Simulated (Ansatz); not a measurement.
# Two runs on CH$_{4}$F$_{3}$NSi

System: CH$_{4}$F$_{3}$NSi, SMILES CN[Si](F)(F)F.
Method of run A: RKS B2PLYP (frozen core)/def2-TZVPP (Ansatz 0.2.0).

The geometry comes from this level: PBE0-D4/def2-TZVP. Text and figures count atoms from 1; the logs count them from 0 in places.

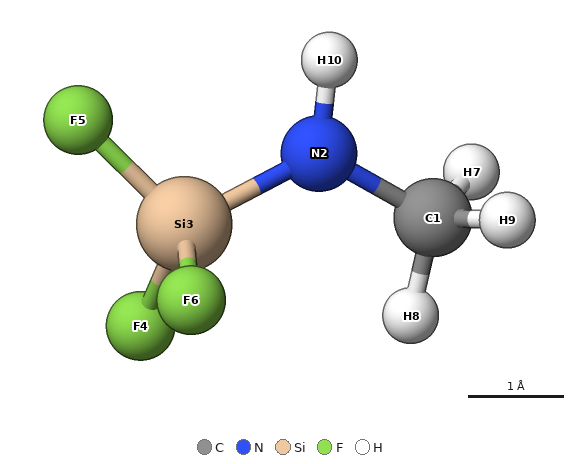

The structure (ball-and-stick view, seen at a tilt; atoms are numbered from 1 in the order of the input). Bond lengths as drawn: C–H 1.09 Å, C–N 1.45 Å, F–Si 1.58 Å, H–N 1.01 Å and N–Si 1.67 Å.

## Input file, run A
```yaml
crystal:
  periodic: [false, false, false]
  atoms:
    - {symbol: C, position_ang: [0.192067, -1.053974, 0.940311]}
    - {symbol: N, position_ang: [0.609540, 0.071871, 0.126137]}
    - {symbol: Si, position_ang: [-0.361535, 0.924460, -0.931261]}
    - {symbol: F, position_ang: [-1.157916, -0.049902, -1.881487]}
    - {symbol: F, position_ang: [0.542560, 1.889525, -1.787086]}
    - {symbol: F, position_ang: [-1.475471, 1.819656, -0.258120]}
    - {symbol: H, position_ang: [0.924823, -1.863533, 0.893336]}
    - {symbol: H, position_ang: [-0.751450, -1.452765, 0.563594]}
    - {symbol: H, position_ang: [0.041928, -0.779085, 1.989021]}
    - {symbol: H, position_ang: [1.518456, 0.442645, 0.348456]}
basis:
  gaussian: {orbitals: def2-TZVPP}
hamiltonian: {xc: {name: B2PLYP}}
```

Hardware: 4 CPU threads, shared host.

## Output (run A)
```
Functional definition: B2PLYP
  parameter a = 0.53
  parameter c = 0.27
  exchange = (1 - a)*b88_x + a*exact_x
  correlation = (1 - c)*lyp_c + c*(mp2_os + mp2_ss)
1554 factors; integrals over basis functions are off by at most 9.0e-4 eV
mean field evaluation 1: about -18605.1488 eV, gradient 6.4e1 eV
mean field evaluation 2: about -18605.2677 eV, gradient 6.4e1 eV
mean field evaluation 4: about -18611.7798 eV, gradient 2.7e0 eV
mean field evaluation 8: about -18611.8125 eV, gradient 3.1e-1 eV
mean field evaluation 16: about -18611.8127 eV, gradient 1.3e-4 eV
mean field -18611.81272361 eV, -683.9715020529 hartree, gradient 5.1e-6 eV, S^2 0.000000; 0 other end points of the search recorded, 0 dependent functions left out
10 core orbitals not correlated: weight in the atoms' cores, before any rotation towards them, 1.000 or more for the frozen orbitals, at most 0.000 for the correlated occupied ones
reference -18611.81287742 eV, -683.9715077053 hartree; 19, 19 occupied and 224, 224 virtual orbitals, 1554 factors
second order -40.07176824 eV of doubles, -0.00000000 eV of singles
Total energy: -18622.63225485 eV, -684.3691124921 hartree
```

The input of run B differs as follows (lines with − go, lines with + come):
```diff
-hamiltonian: {xc: {name: B2PLYP}}
+hamiltonian: {xc: {name: PBE-QIDH}}
```

Predict how the results change.

The total energies belong to different methods, so their difference says nothing on which is more stable or more accurate. The functional changes from B2PLYP to PBE-QIDH.

## Output (run B)
```
Functional definition: PBE-QIDH
  parameter a = 3^(-1/3)
  parameter c = 1/3
  exchange = (1 - a)*pbe_x + a*exact_x
  correlation = (1 - c)*pbe_c + c*(mp2_os + mp2_ss)
1554 factors; integrals over basis functions are off by at most 9.0e-4 eV
mean field evaluation 1: about -18597.1035 eV, gradient 5.5e1 eV
mean field evaluation 2: about -18597.2600 eV, gradient 5.6e1 eV
mean field evaluation 4: about -18602.1026 eV, gradient 2.4e0 eV
mean field evaluation 8: about -18602.1353 eV, gradient 1.8e-1 eV
mean field evaluation 16: about -18602.1354 eV, gradient 6.4e-5 eV
mean field -18602.13536159 eV, -683.6158655581 hartree, gradient 5.5e-6 eV, S^2 0.000000; 0 other end points of the search recorded, 0 dependent functions left out
10 core orbitals not correlated: weight in the atoms' cores, before any rotation towards them, 1.000 or more for the frozen orbitals, at most 0.000 for the correlated occupied ones
reference -18602.13537223 eV, -683.6158659491 hartree; 19, 19 occupied and 224, 224 virtual orbitals, 1554 factors
second order -37.46869425 eV of doubles, -0.00000000 eV of singles
Total energy: -18614.62493698 eV, -684.0748489879 hartree
```

## The two runs side by side

```csv
quantity,run A,run B
outcome,converged,converged
total energy (hartree),−684.369112,−684.074849
basis functions,253,253
wall time (shared host),6 s,6 s
```
